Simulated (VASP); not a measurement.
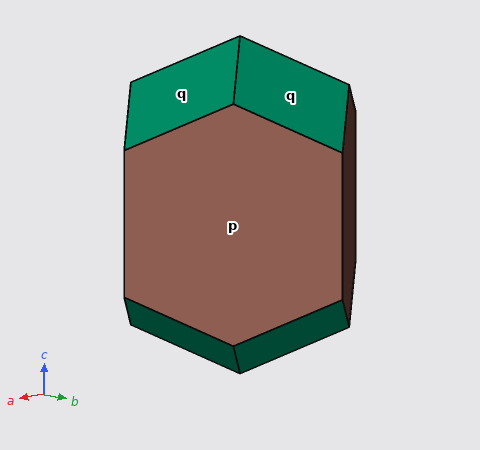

The shape was computed with the Donnay–Harker form of the Bravais–Friedel law: planes with larger spacing d grow more slowly and so show as larger faces; centring, glide planes and screw axes halve or divide d. Faces of one form share a colour. Cell of ZrO4: space group I4/m (No. 87), a = 5.299 Å, b = 5.299 Å, c = 3.324 Å, α = 90.00°, β = 90.00°, γ = 90.00°. Note: a generated structure, not necessarily stable. Forms under 0.4 % of the area are left out.

> Which form is which colour?

brown (p): {110} (d = 3.75 Å, 61 % of the area); teal (q): {101} (d = 2.82 Å, 39 % of the area).
